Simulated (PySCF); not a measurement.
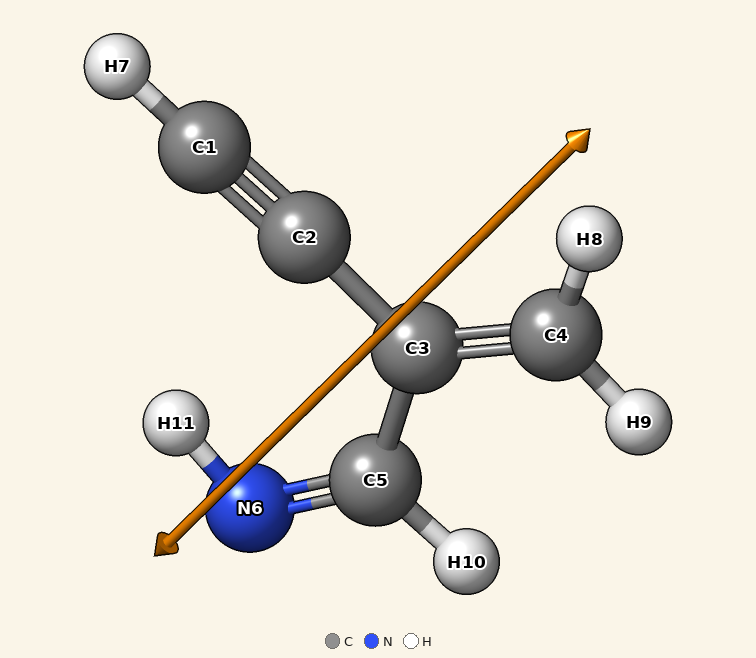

The double arrow shows the direction of the transition dipole to excited singlet state 5 (its length means nothing). Computed geometry: PBE0-D3(BJ)/def2-SVP optimisation. No frequency run is at hand to confirm it as a minimum. Level of theory: TDDFT CAM-B3LYP/def2-SVPD, vertical, gas phase, core orbitals frozen in the response (PySCF 2.14.0).

### How is the transition polarised?

In the molecular plane, at 45° to the long direction C1···N6.

### Give its energy, strength and character.

6.56 eV (189 nm), oscillator strength 0.20, of mixed character, with the largest part HOMO → LUMO+1 (weight 0.43); transition dipole 2.84 D.
